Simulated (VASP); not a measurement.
Band structure of ZnS (zinc blende). These are r2SCAN+rVV10, VASP's PBE PAW potentials (set 64) (plane waves; VASP 6.6.1) values and carry that method's errors.

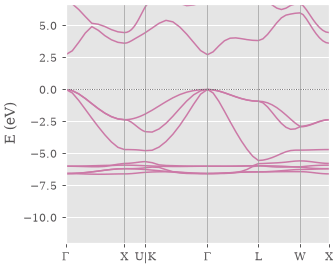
*Bands along high-symmetry lines, zero at the valence-band maximum or, without a gap, the Fermi level*

Task: Read the plot: is there a gap, and where are the band edges?

Result: The gap is direct, 2.72 eV, from the valence maximum at Γ to the conduction minimum at Γ.

Measured: gap 3.94 eV (computed value off by -1.22 eV), as given by Wei Chen et al., Physical Review Materials (2018), doi:10.1103/physrevmaterials.2.073803 [zero-point renormalisation of 0.1 eV added back (the table's ZPR column)].

The compound is ZnS in the zinc blende structure. It was relaxed first.
